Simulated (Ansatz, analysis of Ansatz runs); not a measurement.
## SrWO4 (I4_1/a): a line between two W sites for an added electron

Aim: the energy barrier that a trapped electron meets when it moves from one W atom to another one nearby in SrWO4 (I4_1/a). The model is a cell of 96 host atoms.

Main program and level: Ansatz 0.2.0; plane-wave PAW DFT, PBEsol+U; relaxation of all atoms of a supercell at fixed charge in a uniform background; PAW set soft_1.

**1. The starting structure**

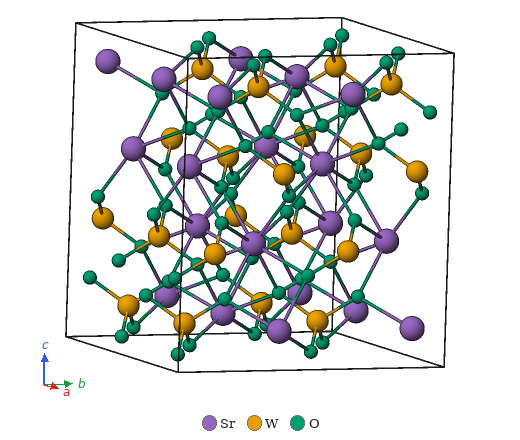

The starting structure, seen slightly off an axis (strontium purple, tungsten orange, oxygen teal). Some periodic images of atoms are drawn too.

The cell holds 96 atoms: 16 Sr, 16 W and 64 O. Its edges and angles: a = 10.810 Å, b = 10.810 Å, c = 11.836 Å, α = 90.0°, β = 90.0°, γ = 90.0°. It derives from SrWO4 (space group I4_1/a). Nearest the centre at fractional (0.500, 0.375, 0.625): O24 at 1.48 Å, O57 at 1.48 Å, W53 at 2.00 Å, W79 at 2.00 Å, O65 at 2.53 Å, O40 at 2.53 Å, O59 at 2.59 Å, O22 at 2.59 Å.

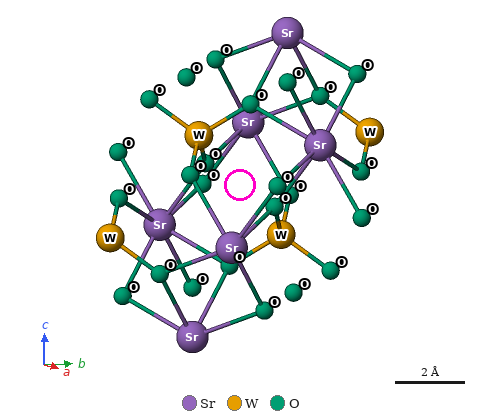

The atoms within 5 Å of the centre. A ring marks the centre wherever it is empty. Bonds to atoms that aren't drawn are left out.

Hubbard terms: W d 4.0 eV. They were chosen, not fitted, to curb self-interaction in the shells named, the trial site's among them. The two sites are W79 and W53. The cell's shortest repeat is 10.8 Å.

**2. The cell without the carrier**

The neutral cell is relaxed first, from small random displacements, so that bond lengths and moments with the carrier can be set beside those of a relaxed cell without it.

neutral.relax/input.yaml

```yaml
crystal:
  lattice:
    - [10.81023386, 0.0, 0.0]
    - [0.0, 10.81023386, 0.0]
    - [0.0, 0.0, 11.836472]
  atoms:
    - { symbol: Sr, position: [0.0, 0.25, 0.25] }
    - { symbol: Sr, position: [0.25, 0.0, 0.75] }
[... 1 atom line left out ...]
    - { symbol: Sr, position: [0.25, 0.25, 0.5] }
[... 3 atom lines left out ...]
    - { symbol: W, position: [0.25, 0.25, 0.0] }
    - { symbol: O, position: [0.117818, 0.428238, 0.583493] }
[... 1 atom line left out ...]
    - { symbol: O, position: [0.071762, 0.367818, 0.833493] }
    - { symbol: O, position: [0.321762, 0.117818, 0.333493] }
    - { symbol: O, position: [0.178238, 0.382182, 0.333493] }
    - { symbol: O, position: [0.428238, 0.132182, 0.833493] }
[... 1 atom line left out ...]
    - { symbol: O, position: [0.382182, 0.071762, 0.583493] }
    - { symbol: O, position: [0.117818, 0.178238, 0.666507] }
[... 2 atom lines left out ...]
    - { symbol: O, position: [0.321762, 0.367818, 0.916507] }
[... 1 atom line left out ...]
    - { symbol: O, position: [0.428238, 0.382182, 0.416507] }
[... 1 atom line left out ...]
    - { symbol: O, position: [0.382182, 0.321762, 0.666507] }
[... 1 atom line left out ...]
    - { symbol: Sr, position: [0.25, 0.5, 0.75] }
[... 1 atom line left out ...]
    - { symbol: Sr, position: [0.25, 0.75, 0.5] }
[... 7 atom lines left out ...]
    - { symbol: O, position: [0.321762, 0.617818, 0.333493] }
[... 1 atom line left out ...]
    - { symbol: O, position: [0.428238, 0.632182, 0.833493] }
[... 1 atom line left out ...]
    - { symbol: O, position: [0.382182, 0.571762, 0.583493] }
    - { symbol: O, position: [0.117818, 0.678238, 0.666507] }
[... 6 atom lines left out ...]
    - { symbol: O, position: [0.382182, 0.821762, 0.666507] }
    - { symbol: Sr, position: [0.5, 0.25, 0.25] }
    - { symbol: Sr, position: [0.75, 0.0, 0.75] }
[... 1 atom line left out ...]
    - { symbol: Sr, position: [0.75, 0.25, 0.5] }
    - { symbol: W, position: [0.5, 0.25, 0.75] }
[... 1 atom line left out ...]
    - { symbol: W, position: [0.5, 0.0, 0.5] }
[... 1 atom line left out ...]
    - { symbol: O, position: [0.617818, 0.428238, 0.583493] }
[... 1 atom line left out ...]
    - { symbol: O, position: [0.571762, 0.367818, 0.833493] }
[... 1 atom line left out ...]
    - { symbol: O, position: [0.678238, 0.382182, 0.333493] }
[... 2 atom lines left out ...]
    - { symbol: O, position: [0.882182, 0.071762, 0.583493] }
    - { symbol: O, position: [0.617818, 0.178238, 0.666507] }
[... 1 atom line left out ...]
    - { symbol: O, position: [0.571762, 0.117818, 0.416507] }
    - { symbol: O, position: [0.821762, 0.367818, 0.916507] }
    - { symbol: O, position: [0.678238, 0.132182, 0.916507] }
    - { symbol: O, position: [0.928238, 0.382182, 0.416507] }
[... 1 atom line left out ...]
    - { symbol: O, position: [0.882182, 0.321762, 0.666507] }
[... 1 atom line left out ...]
    - { symbol: Sr, position: [0.75, 0.5, 0.75] }
    - { symbol: Sr, position: [0.5, 0.5, 0.0] }
    - { symbol: Sr, position: [0.75, 0.75, 0.5] }
    - { symbol: W, position: [0.5, 0.75, 0.75] }
[... 1 atom line left out ...]
    - { symbol: W, position: [0.5, 0.5, 0.5] }
[... 1 atom line left out ...]
    - { symbol: O, position: [0.617818, 0.928238, 0.583493] }
[... 6 atom lines left out ...]
    - { symbol: O, position: [0.882182, 0.571762, 0.583493] }
    - { symbol: O, position: [0.617818, 0.678238, 0.666507] }
[... 1 atom line left out ...]
    - { symbol: O, position: [0.571762, 0.617818, 0.416507] }
[... 1 atom line left out ...]
    - { symbol: O, position: [0.678238, 0.632182, 0.916507] }
[... 2 atom lines left out ...]
    - { symbol: O, position: [0.882182, 0.821762, 0.666507] }
basis:
  ecutwfc: 420
  xc_grid: 2
hamiltonian:
  xc: pbesol
  hubbard:
    sites: [{ species: W, l: d, u_eff: 4.0 }]
    projectors: ortho-atomic
  pseudopotentials: { kind: paw, azcp: { folder: soft_1 }, xc_functional: pbe }
kpoints:
  mp_grid: { grid: [1, 1, 1] }
scf:
  occupations: { method: fermi_dirac, width: 0.01 }
  max_iter: 120
  lower_state_search: "off"
output:
  forces: true
relax:
  f_tol: 0.02
  max_steps: 70
  random_displacement: { amplitude: 0.04, seed: 2867 }
checkpoint:
  write: "../neutral.relax.run"
  compress: false
  write_wavefunctions: true
  write_every: 100000
```

Run with:

```bash
ansatz run input.yaml --threads 32 --pin off --max-ram 84787MiB --backend cuda --events-out ev --progress --plain --runs-dir out --max-vram 78GiB
```

Numbers of over 12 decimals in the logs are rounded to 6 here.

Log:

```text
[... repeated set-up lines and file paths are left out, and long positions are rounded to six places ...]
Engine: ansatz 0.2.0, aarch64-unknown-linux-gnu
Pseudopotentials: kind: paw
Pseudopotential: Sr, paw, valence charge 10, recommended cutoff 420 eV (normal), soft_1/Sr.paw.azcp
Pseudopotential: W, paw, valence charge 14, recommended cutoff 420 eV (normal), soft_1/W.paw.azcp
Pseudopotential: O, paw, valence charge 6, recommended cutoff 420 eV (normal), soft_1/O.paw.azcp
Functional definition: PBEsol
  exchange = pbesol_x
  correlation = pbesol_c
[...]
Crystal: 96 atoms, lattice volume = 1383.224 Å³
Basis set: ecut = 420 eV, 27063 PW (Γ), exchange–correlation on 150×150×160 points (8 copies of the dense FFT grid, shifted against one another)
Bands: 480, of which v1, the nominal top of the filled ones, is band 384 counted from 1 (383 counted from 0)
Symmetry: 1 space group operations
k-points: 1
Non-local potential: Sr, projectors of the file, l = 0: 3, l = 1: 2, l = 2: 2
Non-local potential: W, projectors of the file, l = 0: 3, l = 1: 2, l = 2: 2, l = 3: 1
Non-local potential: O, projectors of the file, l = 0: 2, l = 1: 2, l = 2: 1
PAW form: soft (Blöchl's): semilocal exchange-correlation on the pseudo side does not see the compensation charge
PAW frozen core: Sr, regenerated for the run's functional, and the local potential with it (the file was generated under x = pbe(κ = 0.804, μ = 0.219515), c = pbe(β = 0.066725))
PAW frozen core: W, regenerated for the run's functional, and the local potential with it (the file was generated under x = pbe(κ = 0.804, μ = 0.219515), c = pbe(β = 0.066725))
[...]
NSCF: frozen V_eff on 1 k-points
[...]
SCF converged after 2 iterations
Free energy (F): -255912.516516 eV
Harris-Foulkes:  -255912.516516 eV  (|F-HF|=6.02e-9)
Internal energy: -255912.516516 eV  (E = F + TS)
E sigma→0 (E₀):  -255912.516516 eV
Fermi energy:    8.977377 eV
--- Per-component energies (eV) ---
  E_band       = -6033.754059
  E_kinetic    = 21145.739481
  E_local      = -52585.283550  (includes V_loc(G=0)·N_el)
  E_nonlocal   = 6774.678529
  E_hartree    = 18312.722330
  E_xc         = -11525.687577
  E_vxc        = -11940.215582  (∫ρ·V_xc dr)
  E_hubbard    = 75.185342  (on-site DFT+U / exact-exchange correction)
  E_vhub       = 29.573760  (the Hubbard potential's part of the band-sum identity)
  E_paw        = -187498.196108  (= ΣΔE_a)
  E_vpaw       = -6083.742278  (= ΣTr[D̂ρ^β])
  E_aug_tail   = 0.051939  (compensation charges beyond the density's cutoff)
  E_ewald      = -50619.684619
  E_core_change = 7.957718  (= ΣΔE_core)
  E_smearing   = -0.000000  (= −TS)
  E_closure    = 0.000000  (closes the sum)
  Σ components = -255912.516516   (vs F -255912.516516, Δ=0.00e0)
--- Forces (eV/Å), atoms counted from 1 ---
  atom   1  Sr    -0.00139420     0.00122194    -0.00208248
  atom   2  Sr    -0.00040620    -0.00270599     0.00040815
  [... 4 atoms left out ...]
  [... 90 more lines of this table ...]
  max |Σ_I F_I| component: 2.43e-5 eV/Å
--- Band table (eV) ---
  k-point 0: bands = ["-66.9934", "-66.9932", "-66.9929", "-66.9929", "-66.9927", "-66.9926", "-66.9925", "-66.9923", "-66.9922", [... rest cut ...]
Occupation matrices written to <dir>
--- Relaxed structure (5 steps of the walk, 5 accepted, 0 SCFs on fresh bases) ---
  F+E_penalty+E_count = -255912.51651605 eV   max|allowed force component| = 6.871e-3 eV/Å
  atoms:
    - { symbol: Sr, position: [-6.213266803889152e-5, 0.249759, 0.250007] }
    - { symbol: Sr, position: [0.249886, -9.889284772296945e-5, 0.749948] }
    [... 4 atoms left out ...]
  [... 90 more lines of this table ...]
```

Elapsed: 5.1 s, on 1 × NVIDIA GB200 with 32 threads of Arm Neoverse V2, shared host; peak memory 1.5 GiB.

The largest displacement from an ideal site is 0.008 Å.

(Continued in part 2 of 3.)

[Logs are printed without paths, hosts, clocks, repeated set-up lines and the standing remarks that a program may print on its own settings, such as how far it seeks lower states.]

[Hosts, paths, dates, database ids (printed as entryN), source tags and the programs' standing remarks are cut or masked in the printed files.]
